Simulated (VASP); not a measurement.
Energy against volume of Ir (fcc). Calculation: PBE GGA with D3 dispersion (zero damping), VASP's PBE PAW potentials (set 64) (plane waves; VASP).

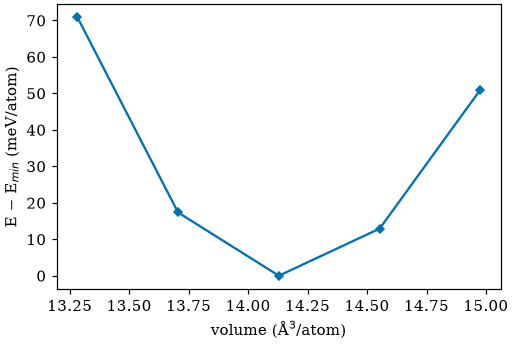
Figure. Energy against volume

Estimate the equilibrium volume and the bulk modulus.

The minimum lies near 14.1 Å³/atom, and the curvature gives B0 of about 380 GPa.

Measured: bulk modulus 365 GPa at 0 K (computed value off by +3.5 %), as given by H. Levämäki et al., Physical Review B (2014), arXiv:1402.3671 [corrected for temperature and zero-point phonon effects]; a 3.831 Å at 0 K (computed value off by +0.2 %), as given by Daniel Mejia-Rodriguez et al., Physical Review B (2018), arXiv:1807.09216 [static lattice: zero-point anharmonic expansion removed].

The compound is Ir in the fcc structure. It was relaxed first.
